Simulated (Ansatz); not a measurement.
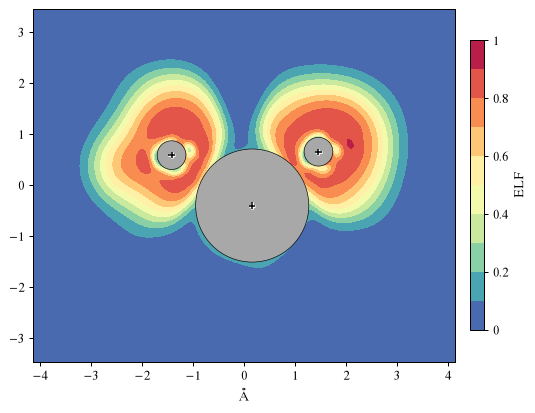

The electron localisation function on a plane through atoms (crosses mark nuclei in the plane; grey discs cover the cores).

The calculation used isolated molecule in a Gaussian basis; Kohn-Sham density functional theory, functional PBE0 (Ansatz).

Candidates:
A. H$_{2}$MoO$_{4}$ (SMILES [O]=[Mo](=[O])([OH])[OH])
B. C$_{3}$H$_{5}$Cl$_{2}$Ga (SMILES C=[C](C)[Ga]([Cl])[Cl])
C. Al$_{2}$F$_{2}$H$_{4}$ (SMILES [F+]1[AlH2-][F+][AlH2-]1)

### Which candidate gave the map?

Candidate A: H$_{2}$MoO$_{4}$ on the plane of atoms O3, Mo1 and O5, which holds Mo and O. Mo–O (1.67 Å): the ELF peaks at about 0.80 in the valence shell of O, 0.5 Å from its nucleus, and is about 0.40 at the midpoint. Mo–O (1.86 Å): the ELF peaks at about 0.85 in the valence shell of O, 0.5 Å from its nucleus, and drops to about 0.25 between the two atoms.
